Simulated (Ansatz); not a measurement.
C₂H₇Al: nudged elastic band (part 2 of 2)

C₂H₇Al; RKS PBE0-D4/6-31G* (Ansatz 0.2.0). The run did not end well. One setting was made poor on purpose. It belongs to a series of runs on one base structure; here: band between the two ends.

Geometry of the input (Å):
```
Al 0.4895  0.0624  -0.1478
C  0.9274  -0.0202  1.7644
H  0.0492  -0.1315  2.4097
H  1.6040  -0.8591  1.9774
H  1.4609  0.8848  2.0858
H  1.6932  0.1886  -1.2006
C  -1.3673  -0.0156  -0.7845
H  -1.8403  -0.9661  -0.5020
H  -1.9810  0.7734  -0.3297
H  -1.4515  0.0833  -1.8723
```

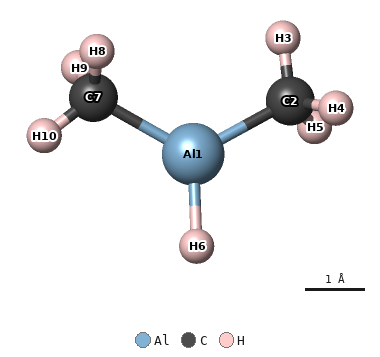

**Figure 1.** The starting structure (ball-and-stick view, seen at a tilt; atoms are numbered from 1 in the order of the input). Sticks mark near contacts.

```
Unfinished report: {"positions_ang":[[0.2528452794411638,0.010342684875505518,-0.22308629058001622],[1.3295519879160322,0.008592776559646909,1.7078837778879314],[0.40421735714990464,-0.39850614587501665,2.087470630617745],[2.1462717948931624,-0.6709041999743417,2.030058458022041],[1.5568956193300447,1.0142178829615387,2.080389654984868],[1.7575712617982158,-0.05420325622605834,0.015267620623545475],[-1.6916856547670591,0.0295586954312917,-0.898992989967552],[-2.2929937998718586,-0.8828756536727612,-0.7446415817862506],[-2.373150917630699,0.867853561728798,-0.6743920007840506],[-1.5054239282589068,0.075921654191397,-1.9796572990182615]],"unchecked":["starts","cluster_reference","orbital_swaps","neighbouring_geometries","increment"],"mean_field":{"relativity":"none","state":{"energy":{"ev":-8774.840897434458,"hartree":-322.4694551799325},"converged":true,"gradient_ev":0.000016678546045190724,"stability":{"kind":"minimum","curvature_ev":7.2485848616581405},"curvature_floor_ev":0.00030000000000000003,"spin_squared":2.4868995751603507e-14},"others":[],"fillings":{"estimated":0,"unestimated":0,"tried":0,"untried":0,"excluded_magnetic_sites":0},"n_dropped_functions":0,"n_trapped_functions":0,"passes":{"evaluations":4,"products":26},"factors":{"origin":"Cholesky decomposition","count":736,"bound_ev":0.00044299062232256776},"gradient_stop_ev":0.00009,"reference_kind":"stationary","functional":{"name":"PBE0","citations":["Adamo & Barone, J. Chem. Phys. 110, 6158 (1999) doi:10.1063/1.478522","Perdew, Burke & Ernzerhof, Phys. Rev. Lett. 77, 3865 (1996) doi:10.1103/PhysRevLett.77.3865"],"text":"name \"PBE0\"\ncite \"Adamo & Barone, J. Chem. Phys. 110, 6158 (1999) doi:10.1063/1.478522\"\ncite \"Perdew, Burke & Ernzerhof, Phys. Rev. Lett. 77, 3865 (1996) doi:10.1103/PhysRevLett.77.3865\"\nparent pbe\nparameter a = 0.25\nparameter kappa = 0.804\nparameter beta = 0.06672455060314922\nexchange = (1 - a)*pbe_x(kappa = kappa, mu = beta*pi^2/3) + a*exact_x\ncorrelation = pbe_c(beta = beta)\n","parameters":{"a":{"value":0.25,"default":0.25},"beta":{"value":0.06672455060314922,"default":0.06672455060314922},"kappa":{"value":0.804,"default":0.804}},"final_grid":{"core_spheres":13.0,"valence_spheres":11.0,"degree":36.0},"final_grid_parameter_source":"default","radial_points_factor":1.0,"radial_grid_error_ev":3.235511906987185e-7,"grid_sensitivity":"normal","grid_sensitivity_ratio":0.001870803151768979},"unsmoothed_excess_ev":-0.000028312392897632603,"symmetry":{"irreps":["A"],"axes":[[0.9999917795450824,-0.003975539835065105,-0.0007974492327370975],[0.003970875080976558,0.9999754792281385,-0.005768283414134202],[0.0008203617191592263,0.005765069424933825,0.9999830453468573]],"occupied":[{"A":16},{"A":16}]},"held":{"pivots":736,"left_out":0,"joined":0},"density_repulsion":{"missed_ev":0.000038625457809092634,"excess_ev":0.0,"most_excess_ev":0.0000864,"are_drawn_again":false,"n_first_factors":736,"energy_change_ev":0.0,"n_dropped_ends":0}},"factors":{"origin":"Cholesky decomposition","count":736,"bound_ev":0.00044299062232256776},"n_frozen":0,"n_occupied":[16,16],"n_virtual":[47,47],"reference":{"ev":-8774.840897434458,"hartree":-322.4694551799325},"dispersion":{"energy":{"ev":-0.1073931606949695,"hartree":-0.003946625861841323},"switches_in_reach":[]},"total":{"ev":-8774.948290595154,"hartree":-322.4734018057943},"forces_ev_per_angstrom":[[-0.14077991638361956,-0.025670023961472787,-0.1090065248263118],[-0.9165380294321364,0.09624280385334123,0.41878800941637195],[-0.48839004191963176,-0.09411329840400096,1.5528359101456821],[-0.3732413246269873,0.18800262928862602,-0.8019134173090728],[-0.3943285334212776,-0.03741546206822304,0.16757773643693014],[1.172228703411093,-0.18772256577820332,-1.8547441685255008],[0.24917296696489707,0.053774438809815986,0.14283452166119334],[0.4419869864136799,0.03138091361361305,0.2334251590756863],[0.4726662547218441,-0.02902204254379733,0.25781474356249967],[-0.02277706572581411,0.0045426071898065955,-0.007611969637925516]],"charge_distribution":{"dipole_moment_e_ang":[-0.43893567551587553,0.030393089098897222,0.04098563176570165],"mulliken_charges_e":[0.3572548284043737,-0.8624297289358953,0.16567367314770087,0.1999955049450619,0.19126472829759922,0.11289179714474873,-0.7903724837093913,0.20507566160227475,0.20460654119338617,0.2160394779101894],"lowdin_charges_e":[0.16219240082597963,-0.6551431801730612,0.13988085715680088,0.15138666576017124,0.14811464712208366,0.12674332712413683,-0.5298860890108248,0.15438306514704614,0.15152275399926873,0.15080555204843615]},"n_threads":1,"memory_gib":1.7045454550534487,"seconds":{"hamiltonian":1.9907875769999999,"orbitals":0.0,"second_order":0.0,"solver_start":0.0,"cycles":0.0,"cycle":0.0,"perturbative":0.0,"full_ci_increment":0.0,"forces":0.0}}
this run last wrote the band of iteration 3 to [file]
Error: NEB band did not converge after 3 iterations: max|band force component| = 2.85e0 eV/Å (threshold 3.0e-2); raise `neb.max_iterations` in a new run, which can start from the last band evaluated (`neb.initial_path`, with `crystal.atoms` and `neb.final_atoms` set to its first and last images), add images, or start from endpoints closer to local minima. Where this run's directory can be resumed (`checkpoint.write`), a resume goes on for up to `neb.max_iterations` more; to start a new run from the last band, take its images' positions from the `neb_iteration` event of iteration 3 (`data.images[].positions_ang`), in the event stream of the run that computed that iteration (not this run's, if it was resumed behind it). With `checkpoint.write`, `steps/00-neb/state/checkpoint.json` in the run directory holds the last saved band, under `neb.evaluated.images[].positions_ang` (a band under a hybrid functional on support functions is neither saved nor resumed: `neb.initial_path` says where its path is): check the last entry of `neb.iterations` there, which is earlier than 3 if that iteration was not saved or its write failed. If the band's step has no `state` directory and holds `state.next`, a write was cut short, and the file is under `state.next` instead (behind a loss of power it can be under `state.prev`)
this run wrote the band of iteration 3 to [file] as well, whether or not its events were kept: a new run's `neb.initial_path` can list its `images[].positions_ang`
a run's events are kept only if it was started with --events-out <file>, and are in that file
```

**The last band as extended XYZ (Å, eV, eV/Å)**
```
10
Properties=species:S:1:pos:R:3:forces:R:3 image=0 energy=-8778.85357
Al    0.4895    0.0624   -0.1478   -0.0048  -0.0050  -0.0043
C     0.9274   -0.0202    1.7644    0.0137   0.0003   0.0100
H     0.0492   -0.1315    2.4097   -0.0091   0.0003  -0.0001
H     1.6040   -0.8591    1.9774   -0.0004   0.0039  -0.0036
H     1.4609    0.8848    2.0858    0.0002  -0.0025  -0.0044
H     1.6932    0.1886   -1.2006   -0.0074   0.0017   0.0065
C    -1.3673   -0.0156   -0.7845    0.0106   0.0043  -0.0141
H    -1.8403   -0.9661   -0.5020   -0.0019  -0.0046   0.0015
H    -1.9810    0.7734   -0.3297    0.0012   0.0027   0.0044
H    -1.4515    0.0833   -1.8723   -0.0022  -0.0011   0.0040
10
Properties=species:S:1:pos:R:3:forces:R:3 image=1 energy=-8778.82355
Al    0.4152    0.0145   -0.0805   -0.0667  -0.0239   0.0693
C     0.9700   -0.0347    1.8070   -0.0764   0.0215  -0.1504
H     0.2022   -0.3166    2.5318   -0.0146  -0.0039   0.0649
H     1.8221   -0.7200    1.9072   -0.0474  -0.0416   0.0354
H     1.3570    0.9543    2.0903   -0.0404   0.0264   0.0421
H     1.6614    0.0767   -1.0760    0.0082   0.0183  -0.1789
C    -1.4214    0.0070   -0.8193    0.0203   0.0118  -0.0259
H    -1.9937   -0.8969   -0.5695    0.0948  -0.0232   0.0632
H    -2.0382    0.8490   -0.4762    0.0928   0.0178   0.0682
H    -1.3905    0.0667   -1.9145    0.0294  -0.0033   0.0121
10
Properties=species:S:1:pos:R:3:forces:R:3 image=2 energy=-8778.45083
Al    0.3338    0.0062   -0.0369    0.1789  -0.0571   0.3098
C     1.0665   -0.0292    1.8060   -0.5718   0.0754  -0.1581
H     0.3243   -0.3712    2.5199    0.0395   0.0058   0.6583
H     1.9698   -0.6568    1.8644   -0.3020  -0.0699  -0.1890
H     1.4110    0.9800    2.0812   -0.2153  -0.0118   0.0535
H     1.7558   -0.0035   -0.7417   -0.1171   0.0598  -1.0255
C    -1.5214    0.0195   -0.8638    0.1354   0.0220  -0.0740
H    -2.1374   -0.8745   -0.6767    0.3349  -0.0609   0.1751
H    -2.1880    0.8546   -0.5938    0.3679   0.0421   0.1990
H    -1.4305    0.0750   -1.9585    0.1497  -0.0055   0.0509
10
Properties=species:S:1:pos:R:3:forces:R:3 image=3 energy=-8777.10636
Al    0.2850    0.0131   -0.0872    0.5472   0.0101   1.0808
C     1.1864   -0.0078    1.7498   -1.2949  -0.0383   0.1716
H     0.3675   -0.3948    2.3276   -0.2098   0.0436   1.7090
H     2.0705   -0.6554    1.9317   -0.5095   0.1059  -0.7699
H     1.4930    0.9997    2.0795   -0.4208  -0.1112   0.0469
H     1.8193   -0.0400   -0.3556    0.4476   0.0045  -2.5881
C    -1.6146    0.0258   -0.8923    0.2836  -0.0083  -0.0940
H    -2.2325   -0.8747   -0.7231    0.5035   0.0053   0.2131
H    -2.3012    0.8574   -0.6477    0.5778  -0.0122   0.2476
H    -1.4893    0.0766   -1.9824    0.0754   0.0006  -0.0169
10
Properties=species:S:1:pos:R:3:forces:R:3 image=4 energy=-8774.94826
Al    0.2528    0.0103   -0.2231   -0.1408  -0.0257  -0.1090
C     1.3296    0.0086    1.7079   -0.9165   0.0962   0.4188
H     0.4042   -0.3985    2.0875   -0.4884  -0.0941   1.5528
H     2.1463   -0.6709    2.0301   -0.3732   0.1880  -0.8019
H     1.5569    1.0142    2.0804   -0.3943  -0.0374   0.1676
H     1.7576   -0.0542    0.0153    1.1722  -0.1877  -1.8547
C    -1.6917    0.0296   -0.8990    0.2492   0.0538   0.1428
H    -2.2930   -0.8829   -0.7446    0.4420   0.0314   0.2334
H    -2.3732    0.8679   -0.6744    0.4727  -0.0290   0.2578
H    -1.5054    0.0759   -1.9797   -0.0228   0.0045  -0.0076
10
Properties=species:S:1:pos:R:3:forces:R:3 image=6 energy=-8777.07643
Al    0.0870    0.2677   -0.6293   -0.1842   0.5112  -1.2318
C     1.6098   -0.0735    1.6931   -1.2755   0.2476   2.8313
H     0.5645   -0.4048    1.8514    0.1996   0.0147   0.3821
H     2.2591   -0.7273    2.2717    0.3065  -0.1480  -0.2307
H     1.6741    0.9619    2.0504    0.0707  -0.0876   0.0541
H     1.7024   -0.0420    0.6620    1.5647  -0.3548  -1.7912
C    -1.8147    0.0061   -0.9688   -0.5093  -0.0927   0.2369
H    -2.3670   -0.9207   -0.7830    0.0156  -0.0759   0.0491
H    -2.4609    0.8515   -0.6890    0.0357   0.0009   0.0261
H    -1.6702    0.0812   -2.0583   -0.2237  -0.0154  -0.3258
10
Properties=species:S:1:pos:R:3:forces:R:3 image=7 energy=-8777.70223
Al    0.0199    0.5496   -0.9528    0.9962   0.4260  -0.2906
C     1.6171   -0.1138    1.7957   -0.5339   0.1327   0.3358
H     0.5809   -0.4612    1.8765   -0.0371   0.0716   0.2401
H     2.2521   -0.7539    2.3994    0.2276  -0.1113   0.1032
H     1.6919    0.9311    2.1058   -0.0442  -0.0386   0.1578
H     1.8733   -0.1499    0.7528    0.5498  -0.1889  -0.5217
C    -1.8227    0.0395   -1.0810   -0.6438  -0.4579   0.4548
H    -2.1958   -0.9248   -0.7208    0.0049  -0.0350   0.1604
H    -2.4229    0.8359   -0.6253   -0.2549   0.0665  -0.0158
H    -2.0096    0.0475   -2.1501   -0.2645   0.1347  -0.6239
10
Properties=species:S:1:pos:R:3:forces:R:3 image=8 energy=-8777.86953
Al    0.0320    0.7718   -1.2696    0.8968   0.3396  -0.1956
C     1.5526   -0.1538    1.7851   -0.2315   0.0630   0.1581
H     0.5059   -0.4696    1.7504   -0.0463   0.0645   0.0848
H     2.0833   -0.7595    2.5173    0.0760  -0.0439   0.1421
H     1.6268    0.9059    2.0384   -0.0649  -0.0117   0.0896
H     1.9939   -0.2986    0.8104    0.2777  -0.1093  -0.4160
C    -1.7604    0.0838   -1.0723   -0.4531  -0.3612   0.3836
H    -1.8874   -0.9195   -0.6470    0.0322  -0.0086   0.1343
H    -2.3357    0.7894   -0.4581   -0.1932  -0.0082   0.0547
H    -2.2269    0.0502   -2.0541   -0.2938   0.0758  -0.4356
10
Properties=species:S:1:pos:R:3:forces:R:3 image=9 energy=-8777.93896
Al    0.0918    0.9227   -1.4734    0.3481   0.1519  -0.1292
C     1.4286   -0.1788    1.7187   -0.0549   0.0161   0.0222
H     0.3714   -0.4465    1.6351   -0.0027   0.0072   0.0309
H     1.8820   -0.7370    2.5412   -0.0220   0.0133   0.0324
H     1.5276    0.8943    1.8996   -0.0112  -0.0092   0.0280
H     1.9444   -0.4316    0.7925    0.0806  -0.0361  -0.1123
C    -1.6391    0.1103   -1.0021   -0.1969  -0.1382   0.1950
H    -1.5669   -0.9152   -0.6112    0.0199  -0.0014   0.0150
H    -2.1454    0.7117   -0.2312   -0.0588  -0.0181   0.0082
H    -2.3103    0.0703   -1.8690   -0.1022   0.0144  -0.0903
10
Properties=species:S:1:pos:R:3:forces:R:3 image=10 energy=-8777.95537
Al    0.1382    1.0170   -1.5461   -0.0037  -0.0014   0.0020
C     1.3215   -0.1862    1.6395    0.0020  -0.0062   0.0033
H     0.2740   -0.4456    1.4641    0.0082  -0.0020   0.0024
H     1.6463   -0.6207    2.5890   -0.0072   0.0078  -0.0172
H     1.4315    0.9007    1.6843    0.0036  -0.0068  -0.0029
H     1.9437   -0.5824    0.8316   -0.0077   0.0074   0.0128
C    -1.5328    0.1179   -0.9114    0.0014   0.0001   0.0012
H    -1.3763   -0.9510   -0.6994   -0.0028   0.0061  -0.0004
H    -1.9262    0.5724    0.0110    0.0028  -0.0053  -0.0056
H    -2.3359    0.1781   -1.6622    0.0035   0.0003   0.0044
```
